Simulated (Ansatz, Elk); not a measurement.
# How far do independent atoms describe Na4ScBe?

The structure of Na4ScBe used here is made up (a known structure type with other elements) and was relaxed beforehand with PBE. The aim is the Fourier transform of its all-electron density, F(hkl), set beside the sum over free spherical atoms that refinements use.

Main program and level: Elk 11.2.3 (patched build); DFT, PBE, all-electron APW+lo, Dirac cores, scalar-relativistic bands, static density, no spin.

The structure was built from a prototype and need not be the compound's stable phase.

## (1) Set-up

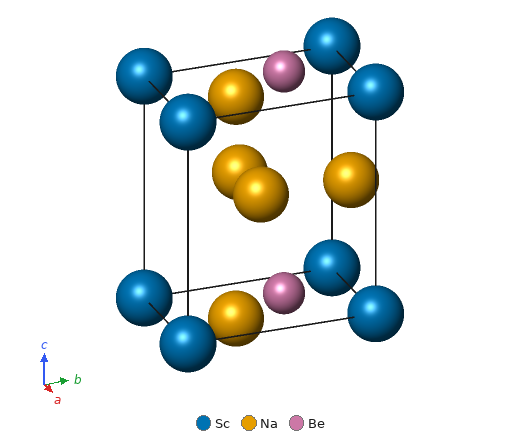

The starting structure, seen slightly off an axis (scandium blue, sodium orange, beryllium pink). Some periodic images of atoms are drawn too.

## (2) Ground state and structure factors

An all-electron density is needed, since X-rays see the cores too. Task 0 finds the density and task 195 Fourier-transforms it; tshift is off so that phases refer to the origin typed.

File elk.in:

```
tasks
  0
  195

xctype
  20

spinpol
  .false.

rgkmax
  7.0

gmaxvr
  14.0

lmaxo
  7

lmaxapw
  8

swidth
  0.002

tshift
  .false.

ramdisk
  .false.

hmaxvr
  5.5

maxscl
  120

epspot
  1e-06

sppath
  './'

avec
  10.95425521870 -0.00000000000 -0.00000000000
  -5.47712760935 9.48666329894 0.00000000000
  -0.00000000000 0.00000000000 10.06256069275

atoms
  3
  'Sc.in'
  1
  -0.0000000000 0.0000000000 -0.0000000000   0.000000 0.000000 0.000000
  'Na.in'
  4
  0.4936365737 0.9872731475 0.5000000000   0.000000 0.000000 0.000000
  0.4936365737 0.5063634263 0.5000000000   0.000000 0.000000 0.000000
  0.0127268525 0.5063634263 0.5000000000   0.000000 0.000000 0.000000
  0.6666666667 0.3333333333 0.0000000000   0.000000 0.000000 0.000000
  'Be.in'
  1
  0.3333333333 0.6666666667 -0.0000000000   0.000000 0.000000 0.000000

ngridk
  5 5 4
```

Command:

```console
$ OMP_NUM_THREADS=4 elk
```

Numbers of over 12 decimals in the logs are rounded to 6 here.

The program printed:

```text
┌─────────────────────────┐
│ Elk code version 11.2.3 │
└─────────────────────────┘

All units are atomic (Hartree, Bohr, etc.)

┌─────────────────────────────────────────────────┐
│ Ground-state run starting from atomic densities │
└─────────────────────────────────────────────────┘

Lattice vectors :
   10.95425522      -0.000000000      -0.000000000
  -5.477127609       9.486663299       0.000000000
  -0.000000000       0.000000000       10.06256069

Reciprocal lattice vectors :
  0.5735839801      0.3311588653       0.000000000
   0.000000000      0.6623177306       0.000000000
   0.000000000       0.000000000      0.6244121650

Unit cell volume      :    1045.694575
Brillouin zone volume :   0.2372109595

Muffin-tin inner radius fraction :   0.1000000000E-01

Nuclei treated as point charges

Species : 1 (Sc)
 parameters loaded from : Sc.in
 name : scandium
 nuclear charge    :   -21.00000000
 electronic charge :    21.00000000
 atomic mass :    81949.61073
 muffin-tin radius :    2.400000000
 number of radial points in muffin-tin :    993
 inner part over the whole radius :   0.9898716403E-02
 number on inner part of muffin-tin    :    698
 approximate nuclear radius :   0.6711386133E-04
 number of mesh points to nuclear radius :    323
 atomic positions (lattice), magnetic fields (Cartesian) :
  1 :   0.00000000  0.00000000  0.00000000    0.00000000  0.00000000  0.00000000

Species : 2 (Na)
 parameters loaded from : Na.in
 name : sodium
 nuclear charge    :   -11.00000000
 electronic charge :    11.00000000
 atomic mass :    41907.78703
 muffin-tin radius :    2.200000000
 number of radial points in muffin-tin :    793
 inner part over the whole radius :   0.9883648912E-02
 number on inner part of muffin-tin    :    551
 approximate nuclear radius :   0.5574345702E-04
 number of mesh points to nuclear radius :    238
 atomic positions (lattice), magnetic fields (Cartesian) :
  1 :   0.49363657  0.98727315  0.50000000    0.00000000  0.00000000  0.00000000
  2 :   0.49363657  0.50636343  0.50000000    0.00000000  0.00000000  0.00000000
  3 :   0.01272685  0.50636343  0.50000000    0.00000000  0.00000000  0.00000000
  4 :   0.66666667  0.33333333  0.00000000    0.00000000  0.00000000  0.00000000

Species : 3 (Be)
 parameters loaded from : Be.in
 name : beryllium
 nuclear charge    :   -4.000000000
 electronic charge :    4.000000000
 atomic mass :    16428.20280
 muffin-tin radius :    1.800000000
 number of radial points in muffin-tin :    593
 inner part over the whole radius :   0.9826427374E-02
 number on inner part of muffin-tin    :    403
 approximate nuclear radius :   0.4290726161E-04
 number of mesh points to nuclear radius :    156
 atomic positions (lattice), magnetic fields (Cartesian) :
  1 :   0.33333333  0.66666667  0.00000000    0.00000000  0.00000000  0.00000000

Total number of atoms per unit cell :    6
Total muffin-tin volume :    260.7438127
 ratio of muffin-tin to unit cell volume :   0.2493498761

Spin treatment :
 spin-unpolarised

Number of Bravais lattice symmetries :   24
Number of crystal symmetries         :   12
Crystal has no inversion symmetry
Complex Hermitian eigensolver will be used

k-point grid :      5     5     4
k-point offset :    0.000000000       0.000000000       0.000000000
k-point set is reduced with full crystal symmetry group
Total number of k-points :       21

Muffin-tin radius times maximum |G+k| :    7.000000000
 using average radius
Maximum |G+k| for APW functions       :    3.230769231
Maximum (1/2)|G+k|²                   :    5.218934911
Maximum |G| for potential and density :    14.00000000
Constant for pseudocharge density :    8
 order of it for each species :   15  15  15
 order of it for pair densities of each species (exact exchange by exxq0 0: 16) :   12  10   5
Radial integration step length :    1

G-vector grid sizes :     49    49    45
Number of G-vectors :    48495

Maximum angular momentum used for
 APW functions            :    8
[...]
exchange                    :     -96.632033230190
 correlation                 :     -2.572883
 electron entropic           :    -0.11438487289920E-02
 total energy                :     -1429.0949565767

Density of states at Fermi energy :    84.59711217
 (states/Hartree/unit cell)

Estimated indirect band gap :   0.2262785939E-02
 from k-point 21 to k-point 14
Estimated direct band gap   :   0.9346591359E-02
 at k-point 10

Charges :
 core                        :    20.00000000
 valence                     :    49.00000000
 interstitial                :    7.357167370
 muffin-tins (core leakage)
  species : 1 (Sc)
[...]
species : 2 (Na)
[...]
species : 3 (Be)
[...]
total in muffin-tins        :    61.64283263
 total calculated charge     :    68.99890068
 total charge                :    69.00000000
 error                       :   0.1099321290E-02

RMS change in Kohn-Sham potential (target) :    2.909944833     (  0.1000000000E-05)
Absolute change in total energy (target)   :   0.1808971170     (  0.1000000000E-03)

[... loops 3 to 17 left out ...]

┌──────────────────┐
│ Loop number : 18 │
└──────────────────┘

Energies :
 Fermi                       :     0.70516136018020E-01
 sum of occupied eigenvalues :     -795.30420317136
 electron kinetic            :      1435.4118975345
 core electron kinetic       :      1179.7101777409
 Coulomb                     :     -2764.6809134068
 Coulomb potential           :     -2102.4660042074
 nuclear-nuclear             :     -223.64556446653
 electron-nuclear            :     -2984.3407161860
 Hartree                     :      443.30536724568
 Madelung                    :     -1713.4479113031
 xc potential                :     -128.25009649839
 exchange                    :     -96.750641310093
 correlation                 :     -2.579661
 electron entropic           :    -0.19938475629259E-02
 total energy                :     -1428.6013124525

Density of states at Fermi energy :    150.0011646
 (states/Hartree/unit cell)

Estimated indirect band gap :   0.7414608286E-03
 from k-point 4 to k-point 6
Estimated direct band gap   :   0.1030496735E-01
 at k-point 19

Charges :
 core                        :    20.00000000
 valence                     :    49.00000000
 interstitial                :    7.133574801
 muffin-tins (core leakage)
  species : 1 (Sc)
[...]
species : 2 (Na)
[...]
species : 3 (Be)
[...]
total in muffin-tins        :    61.86642520
 total calculated charge     :    68.99891592
 total charge                :    69.00000000
 error                       :   0.1084076067E-02

RMS change in Kohn-Sham potential (target) :   0.9990197876E-07 (  0.1000000000E-05)
Absolute change in total energy (target)   :   0.4228023272E-05 (  0.1000000000E-03)

Convergence targets achieved

┌──────────────────┐
│ Loop number : 19 │
└──────────────────┘

Energies :
 Fermi                       :     0.70516137886437E-01
 sum of occupied eigenvalues :     -795.30420309713
 electron kinetic            :      1435.4118973773
 core electron kinetic       :      1179.7101773160
 Coulomb                     :     -2764.6809136303
 Coulomb potential           :     -2102.4660031359
 nuclear-nuclear             :     -223.64556446653
 electron-nuclear            :     -2984.3407176986
 Hartree                     :      443.30536853490
 Madelung                    :     -1713.4479120623
 xc potential                :     -128.25009733855
 exchange                    :     -96.750641373818
 correlation                 :     -2.579661
 electron entropic           :    -0.19938477169220E-02
 total energy                :     -1428.6013128974

Density of states at Fermi energy :    150.0011740
 (states/Hartree/unit cell)

Estimated indirect band gap :   0.7414610843E-03
 from k-point 3 to k-point 6
Estimated direct band gap   :   0.1030496814E-01
 at k-point 16

Charges :
 core                        :    20.00000000
 valence                     :    49.00000000
 interstitial                :    7.133574664
 muffin-tins (core leakage)
  species : 1 (Sc)
[...]
species : 2 (Na)
[...]
atom 3                    :    10.09451894     ( -0.9715865845E-07)
   atom 4                    :    10.09580110     ( -0.9715865490E-07)
  species : 3 (Be)
   atom 1                    :    2.566386089     (  0.1079293886E-02)
 total in muffin-tins        :    61.86642534
 total calculated charge     :    68.99891592
 total charge                :    69.00000000
 error                       :   0.1084076042E-02

┌──────────────────────────────┐
│ Self-consistent loop stopped │
└──────────────────────────────┘

Warning : core states of species 3 leak from the muffin-tin :   0.1079293886E-02

Wrote STATE.OUT
```

Wall time 66 s (4 threads of Arm Neoverse V2, shared host); peak memory 0.23 GiB.

SFACRHO.OUT:

```text

h k l indices transformed by vhmat matrix:
   1.000000000       0.000000000       0.000000000    
   0.000000000       1.000000000       0.000000000    
   0.000000000       0.000000000       1.000000000    

      h      k      l  multipl.   |H|            Re(F)            Im(F)           |F|

      0      0      0      1   0.0000000       69.000000      0.15899295E-15   69.000000    
      0      0     -1      2  0.62441216       2.2803053     -0.15661594E-13   2.2803053    
      0     -1      0      3  0.66231773       2.0863967      -4.0845962       4.5866085    
      1     -1      0      3  0.66231773       2.0863967       4.0845963       4.5866085    
     -1      1      1      6  0.91025015       20.229057      -7.0777354       21.431498    
     -1      0     -1      6  0.91025015       20.229057       7.0777354       21.431498    
     -1      2      0      6   1.1471680       18.141554     -0.94916608E-08   18.141554    
      0      0      2      2   1.2488243       51.378175     -0.28219583E-13   51.378175    
      1      1     -1     12   1.3060953       33.735489      0.55425634E-14   33.735489    
      0      2      0      3   1.3246355       34.686599      -5.5075123       35.121117    
      2      0      0      3   1.3246355       34.686599       5.5075123       35.121117    
     -1      0     -2      6   1.4135866       1.6449407       4.0476099       4.3690933    
      1      0     -2      6   1.4135866       1.6449407      -4.0476099       4.3690933    
      2     -2      1      6   1.4644281      -14.276036      -5.3299586       15.238558    
     -2      2     -1      6   1.4644281      -14.276036       5.3299586       15.238558    
     -1      2      2     12   1.6957466       15.519526     -0.82219066E-08   15.519526    
      2      1      0      6   1.7523280       1.4705364      -7.2022898       7.3508813    
      3     -2      0      6   1.7523280       1.4705364       7.2022898       7.3508813
```

Elk indexes on the primitive cell of elk.in and gives |H| = 4π sin θ/λ in inverse bohr. Below, one row stands for each form hkl of the conventional cell (m members, Friedel mates merged), F is for one primitive cell and the density is static (no thermal factor). Free-atom factors are Waasmaier and Kirfel's, and R is Σm||F|−|F'||/Σm|F|.

| hkl | m | sin θ/λ (Å⁻¹) | abs F, DFT | neutral atoms | diff. | abs of complex diff. |
| --- | --- | --- | --- | --- | --- | --- |
| 001 | 2 | 0.094 | 2.280 | 2.012 | +0.268 | 0.268 |
| 100 | 6 | 0.100 | 4.587 | 4.761 | -0.174 | 0.174 |
| 101 | 12 | 0.137 | 21.432 | 21.616 | -0.184 | 0.191 |
| 110 | 6 | 0.172 | 18.142 | 18.330 | -0.188 | 0.188 |
| 002 | 2 | 0.188 | 51.378 | 51.665 | -0.287 | 0.287 |
| 111 | 12 | 0.196 | 33.736 | 33.981 | -0.245 | 0.245 |
| 200 | 6 | 0.199 | 35.121 | 35.266 | -0.145 | 0.171 |
| 102 | 12 | 0.213 | 4.369 | 4.320 | +0.049 | 0.125 |
| 201 | 12 | 0.220 | 15.239 | 15.397 | -0.158 | 0.187 |
| 112 | 12 | 0.255 | 15.520 | 15.514 | +0.006 | 0.006 |
| 210 | 12 | 0.264 | 7.351 | 7.378 | -0.027 | 0.084 |
| 202 | 12 | 0.274 | 30.565 | 30.633 | -0.068 | 0.068 |
| 211 | 24 | 0.280 | 15.786 | 15.793 | -0.007 | 0.019 |
| 003 | 2 | 0.282 | 0.446 | 0.317 | +0.129 | 0.129 |

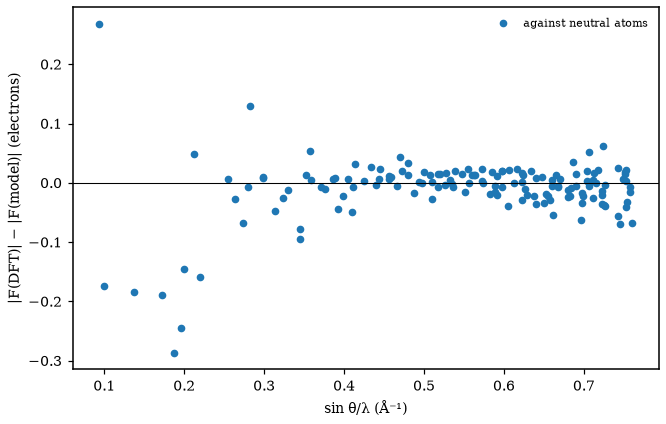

Difference between the calculated structure factors and the independent-atom ones.

## (3) The highest occupied states alone

An energy window below the Fermi level keeps the highest occupied states, to see at which angles they scatter; shallow core shells can lie inside it and anion s states outside. No new self-consistency is needed.

Changes to elk.in since step 2:

```diff
@@ -1,3 +1,2 @@
 tasks
-  0
   195
@@ -40,2 +39,5 @@
 
+wsfac
+  -0.370480 0.370520
+
 sppath
```

Command:

```console
$ OMP_NUM_THREADS=4 elk
```

The program printed:

```text
┌─────────────────────────────────┐
│ Elk code version 11.2.3 started │
└─────────────────────────────────┘

Info(readinput): the functional depends on the density's gradient
 muffin-tin radial points multiplied by    2.00000
 (not where nrmtscf is given)

┌────────────────────┐
│ Current task : 195 │
└────────────────────┘

Info(sfacrho): density structure factors written to SFACRHO.OUT

 Energy window :  -0.3704800000      0.3705200000

┌──────────────────┐
│ Elk code stopped │
└──────────────────┘
```

Run time: 14 s. Hardware: 4 threads; peak memory 0.16 GiB.

States within 12 eV below the Fermi level hold 9.00 electrons; any levels below the window count with the cores. Their amplitudes can exceed the total, where window and core parts have opposite phase:

```csv
hkl,sin θ/λ (Å⁻¹),"abs F, window","abs F, all"
001,0.094,2.301,2.280
100,0.100,0.992,4.587
101,0.137,0.682,21.432
110,0.172,0.610,18.142
002,0.188,0.406,51.378
111,0.196,0.347,33.736
200,0.199,0.149,35.121
102,0.213,0.330,4.369
201,0.220,0.310,15.239
112,0.255,0.244,15.520
```

## (4) Another functional

The difference from free atoms is small, so it is set against the change that PBEsol makes.

Changes to elk.in since step 3:

```diff
@@ -1,2 +1,3 @@
 tasks
+  0
   195
@@ -4,3 +5,3 @@
 xctype
-  20
+  22
 
@@ -39,5 +40,2 @@
 
-wsfac
-  -0.370480 0.370520
-
 sppath
```

Command:

```console
$ OMP_NUM_THREADS=4 elk
```

The program printed:

```text
┌─────────────────────────┐
│ Elk code version 11.2.3 │
└─────────────────────────┘

All units are atomic (Hartree, Bohr, etc.)

┌─────────────────────────────────────────────────┐
│ Ground-state run starting from atomic densities │
└─────────────────────────────────────────────────┘

Lattice vectors :
   10.95425522      -0.000000000      -0.000000000
  -5.477127609       9.486663299       0.000000000
  -0.000000000       0.000000000       10.06256069

Reciprocal lattice vectors :
  0.5735839801      0.3311588653       0.000000000
[...]
species : 1 (Sc)
[...]
species : 2 (Na)
[...]
atom 4                    :    10.09444978     ( -0.9715865623E-07)
  species : 3 (Be)
   atom 1                    :    2.559098214     (  0.1115456103E-02)
 total in muffin-tins        :    61.85281442
 total calculated charge     :    68.99887975
 total charge                :    69.00000000
 error                       :   0.1120245630E-02

┌──────────────────────────────┐
│ Self-consistent loop stopped │
└──────────────────────────────┘

Warning : core states of species 3 leak from the muffin-tin :   0.1115456103E-02

Wrote STATE.OUT
[key lines of the parts left out:]
total energy                :     -1426.0617319565
```

Wall time 67 s (4 threads); peak memory 0.23 GiB.

Against the first run R = 0.07 %; the largest change is -0.028 at 004.

## (5) A coarser k-mesh

About half the k-points along each axis test the sampling.

Changes to elk.in since step 4:

```diff
@@ -5,3 +5,3 @@
 xctype
-  22
+  20
 
@@ -64,2 +64,2 @@
 ngridk
-  5 5 4
+  2 2 2
```

Command:

```console
$ OMP_NUM_THREADS=4 elk
```

The program printed:

```text
┌─────────────────────────┐
│ Elk code version 11.2.3 │
└─────────────────────────┘

All units are atomic (Hartree, Bohr, etc.)

┌─────────────────────────────────────────────────┐
│ Ground-state run starting from atomic densities │
└─────────────────────────────────────────────────┘

Lattice vectors :
   10.95425522      -0.000000000      -0.000000000
  -5.477127609       9.486663299       0.000000000
  -0.000000000       0.000000000       10.06256069

Reciprocal lattice vectors :
  0.5735839801      0.3311588653       0.000000000
[...]
species : 1 (Sc)
[...]
species : 2 (Na)
[...]
atom 4                    :    10.08775168     ( -0.9715865712E-07)
  species : 3 (Be)
   atom 1                    :    2.570674392     (  0.1079818787E-02)
 total in muffin-tins        :    61.88024670
 total calculated charge     :    68.99891307
 total charge                :    69.00000000
 error                       :   0.1086926429E-02

┌──────────────────────────────┐
│ Self-consistent loop stopped │
└──────────────────────────────┘

Warning : core states of species 3 leak from the muffin-tin :   0.1079818787E-02

Wrote STATE.OUT
[key lines of the parts left out:]
total energy                :     -1428.5936213549
```

Run time: 28 s. Hardware: 4 threads; peak memory 0.23 GiB; 58 s of CPU time.

Against the first run R = 0.08 %; the largest change is -0.022 at 002.

## (6) Settings against the effect

| run | R against the first run (%) | R against neutral atoms, low angle (%) | wall time |
| --- | --- | --- | --- |
| PBE, rgkmax 7 | 0.00 | 0.51 | 66 s |
| PBEsol | 0.07 | 0.54 | 67 s |
| k-mesh 2×2×2 | 0.08 | 0.53 | 28 s |

## (7) Outcome

```json
{"R against neutral atoms, sin θ/λ < 0.3 Å⁻¹": "0.51 %", "R against neutral atoms, 0.3 to 0.76 Å⁻¹": "0.20 %"}
```

**Reading.** Independent neutral atoms miss the calculated amplitudes by R = 0.51 % below 0.3 Å⁻¹ and 0.20 % from there to 0.76 Å⁻¹; by shells, 1.31 % below 0.15 Å⁻¹ (3 forms), 0.42 % 0.15 to 0.3 (13 forms), 0.17 % 0.3 to 0.45 (23 forms), 0.21 % above 0.45 (110 forms). Bonding, aspherical density and the tables' own atoms all enter these figures, and the runs don't part them. The largest change of an amplitude is -0.29 electrons, at 002. R counts amplitudes alone; phases shift too. Weak lines can change much in proportion: 003 goes from 0.32 to 0.45. The window's part falls from 9.0 electrons at the origin to at most 0.13 between 0.45 and 0.76 Å⁻¹. Below 0.3 Å⁻¹ the changes that finished (PBEsol and k-mesh 2×2×2) move F by R = 0.07 % at most, against the 0.51 % that separates it from free atoms. The basis has no finished test. Part of the difference isn't bonding: the tables are fits to free atoms and ions calculated by other methods than this functional. Thermal motion, anomalous dispersion and extinction are left out.

[Logs are printed without paths, hosts, clocks, repeated set-up lines and the standing remarks that a program may print on its own settings, such as how far it seeks lower states.]

[Hosts, paths, dates, database ids (printed as entryN), source tags and the programs' standing remarks are cut or masked in the printed files.]
